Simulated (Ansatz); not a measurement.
**C2H7ClOSi (SMILES C[Si](C)(O)Cl): density, localisation and related maps**

Input

```
crystal:
  periodic: [false, false, false]
  atoms:
    - symbol: C
      position_ang: [-0.111499, -2.414815, 1.773859]
    - symbol: C
      position_ang: [-1.818268, 0.200406, 1.588052]
    - symbol: Cl
      position_ang: [0.489957, -0.270802, -0.569741]
    - symbol: O
      position_ang: [-2.006224, -2.045498, -0.293678]
    - symbol: Si
      position_ang: [-0.952563, -1.178562, 0.662299]
    - symbol: H
      position_ang: [0.395671, -3.188262, 1.176558]
    - symbol: H
      position_ang: [0.639365, -1.925260, 2.413676]
    - symbol: H
      position_ang: [-0.850188, -2.912011, 2.423832]
    - symbol: H
      position_ang: [-2.283008, 0.919466, 0.894287]
    - symbol: H
      position_ang: [-1.106866, 0.758034, 2.218287]
    - symbol: H
      position_ang: [-2.608805, -0.209486, 2.238428]
    - symbol: H
      position_ang: [-2.457228, -1.575789, -1.005097]
basis:
  gaussian:
    orbitals: def2-SVPD
hamiltonian:
  xc: {name: PBE0}
output:
  forces: true
  orbitals: {seedname: orbitals}
```

Command:

```sh
ansatz run input.yaml --threads 2 --pin off --max-ram 5220MiB --events-out events.jsonl --progress --plain --runs-dir runs
```

Geometry: B3LYP/def2-SVP.

Level of theory: isolated molecule in a Gaussian basis; Kohn-Sham density functional theory, functional PBE0 in Ansatz 0.2.0.

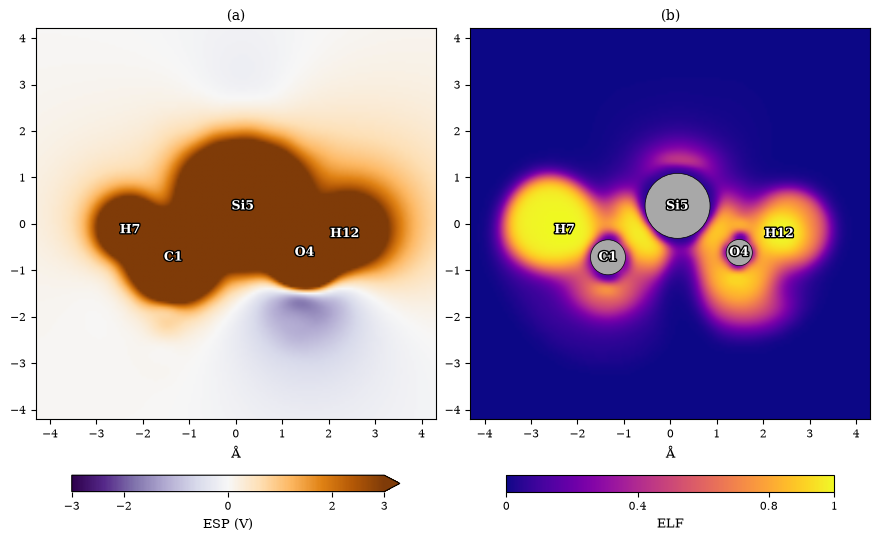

Figure 1. (a) molecular electrostatic potential; (b) ELF on the plane of atoms C1, Si5 and O4. Grey discs cover the atomic cores in the ELF map.

**What does the map show?**

The plane passes through C, O, Si and H nuclei.
Si–O (1.67 Å): the ELF peaks at about 0.90 between the atoms; a shared but strongly polarised pair.
C–Si (1.86 Å): the ELF peaks at about 0.95 between the atoms (a shared electron pair).
O–H (0.96 Å): the ELF climbs to about 1 towards the hydrogen, as it does in any bond to H (an ordinary covalent bond to hydrogen).
C–H (1.10 Å): the ELF climbs to about 1 towards the hydrogen: an ordinary covalent bond to hydrogen.
The ELF also peaks beside O4, away from the bonds: lone-pair regions.
Outside the dense part of the molecule the potential is most negative (−1.7 V) near O4.

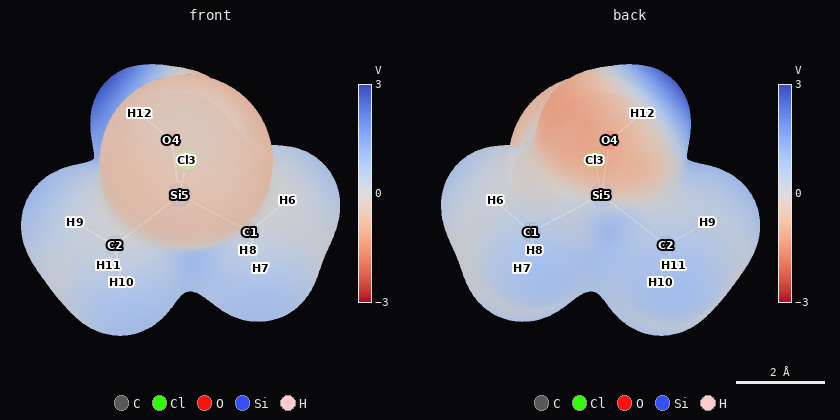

Figure 2. The electrostatic potential painted on the density surface at 0.002 e/bohr³, seen from the front and from behind; red is negative and blue positive.

**Describe the electrostatic potential map.**

The most negative region (about −1.2 V) lies over O4, the most positive (about +2.6 V) over H12. O4 is the likeliest acceptor of a hydrogen bond.

**What dipole moment does the calculation give?**

Its dipole moment is 1.90 D.

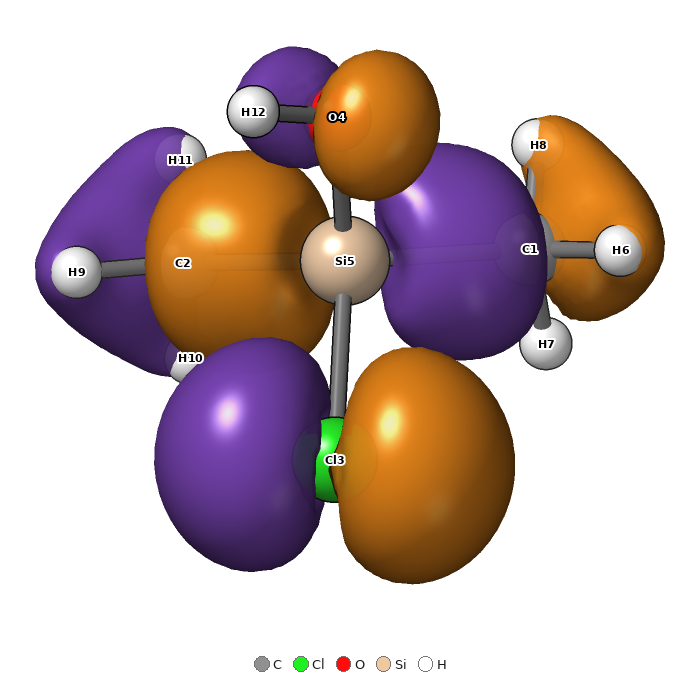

Figure 3. The HOMO at ±0.1 Å⁻³ᐟ² (orange and purple are the two phases), seen from one side.

**Describe this orbital and give its energy.**

By Hirshfeld shares it lies mainly on Cl3 (about 40 %), C2 (about 20 %), Si5 (about 15 %), C1 (about 15 %) and O4 (about 5 %). Its energy is −8.50 eV.
